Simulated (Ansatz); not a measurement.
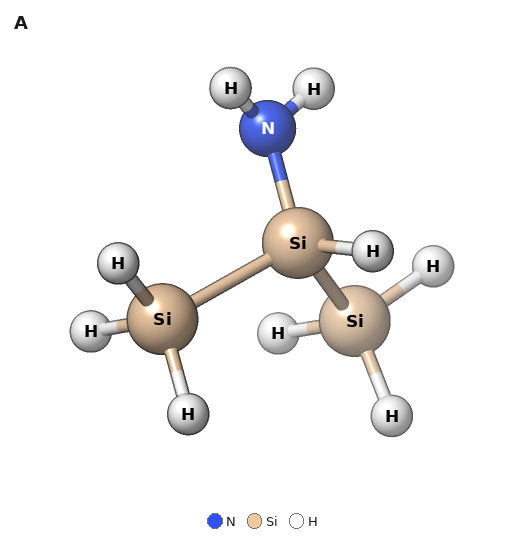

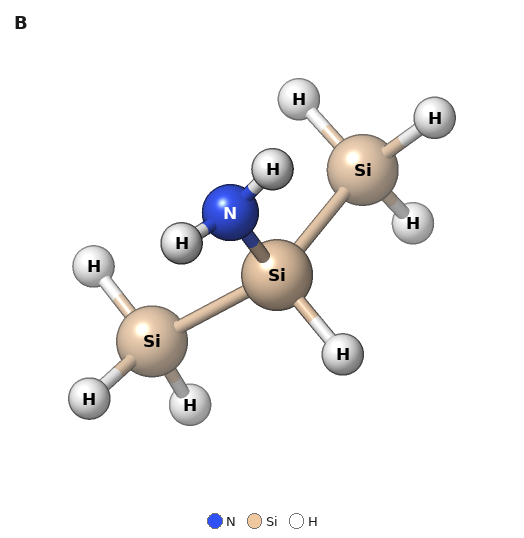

Distant atoms are faded towards the background colour. The geometry was computed by an optimisation with PBE0-D4/def2-TZVP.

### Can A be turned into B by a rotation alone?

Yes. They are the same structure, H9NSi3 (N[SiH]([SiH3])[SiH3]), seen from two directions. With point group Cs it is achiral, so its mirror image would be the same too.
